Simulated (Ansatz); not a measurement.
System: hcp Mg. Method: PBE (Ansatz, a first-principles code, plane waves, PAW).

Settings: plane-wave cutoff 520 eV, 18×18×12 k mesh (along the axes of the cell as run), Fermi–Dirac smearing 0.05 eV, scalar-relativistic PAW data made under PBE.

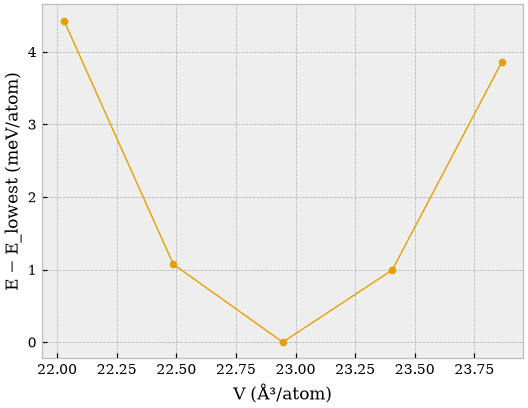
Total energy against volume

**Question.** From the curve, estimate the equilibrium volume and the bulk modulus.

**Answer.** V0 ≈ 22.9 Å³/atom and B0 ≈ 36 GPa; the fit gives V0 = 22.948 Å³/atom, B0 = 36.0 GPa, B′ = 4.0.

Shape and atoms are relaxed at each volume.

Measured, for comparison: bulk modulus 38.6 GPa (copied from a table, unchecked, extrapolated to 0 K and zero-point effects removed; as tabulated in Lejaeghere et al. (2013), arXiv:1204.2733). Computed (rounded) less measured: bulk modulus not scored (unchecked).

Note: the bulk modulus comes from volumes at which shape and atoms were relaxed.

Static lattice: no zero-point or thermal effects.

Computing time: around 90 core-seconds (rough).
